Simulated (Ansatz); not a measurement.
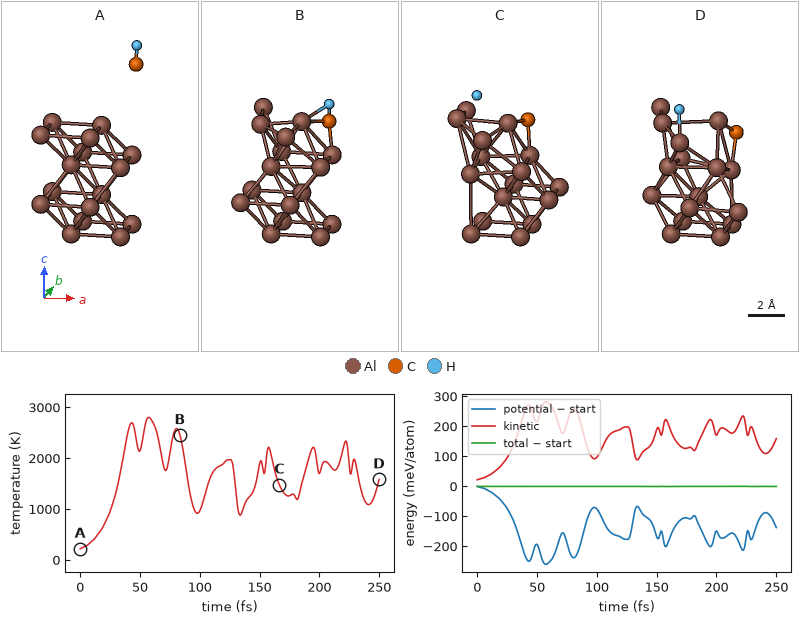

Molecular dynamics of CH on Al(100) (18 atoms in the cell), 250 fs long. Frames (A at 0 fs, B at 84 fs, C at 166 fs, D at 250 fs) and the history of the run. Style: ball-and-stick. Shown: the simulation cell, with the vacuum cut short, slightly off an axis. Atoms that leave the cell re-enter on the other side. Bonds to atoms that aren't drawn are left out.

The calculation used Ansatz, DFT PBE, scalar-relativistic, plane waves, PAW. Settings: plane-wave cutoff 420 eV; k-point mesh 2 × 2 × 1; Fermi-Dirac smearing 0.1 eV; low-accuracy preset; 4 atoms held fixed; constant energy (NVE); time step 0.5 fs; at the start 2 atoms move with typed velocities and the others are at rest.

**What do the frames and curves show?**

Over the second half the temperature averages 1619 K (spread ±366 K). It is well above the start because potential energy is released as heat. The potential energy in the second half lies on average 141 meV per atom below the first frame. In the second half of the run the atoms are, in the root-mean-square, this far from where they began (common drift taken out): H 6.41 Å, C 4.08 Å, Al 0.51 Å. Against the typical shortest distance between atoms in the first frame, about 2.9 Å these are large excursions, but over 250 fs one can't yet tell strong vibration from the start of diffusion. 2 of the 14 free atoms end more than three quarters of that spacing from the start. Bond changes: one C–H bond breaks at about 122 fs. The total energy stays between −0.35 and 0.31 meV per atom of its start. A straight-line fit has a slope that amounts to −0.026 meV per atom over 250 fs (under 0.1 % of the mean kinetic energy), and the ripple about it is 0.1 % of the kinetic energy's fluctuation. With a drift under 2 % and a ripple under 7 %, the integration is accurate.

Limits of the set-up: the k-point mesh is coarse for a cell with partly filled bands; the program's low-accuracy preset was used; the periodic images lie only 5.7 Å apart, so the values are limited by the cell's size.
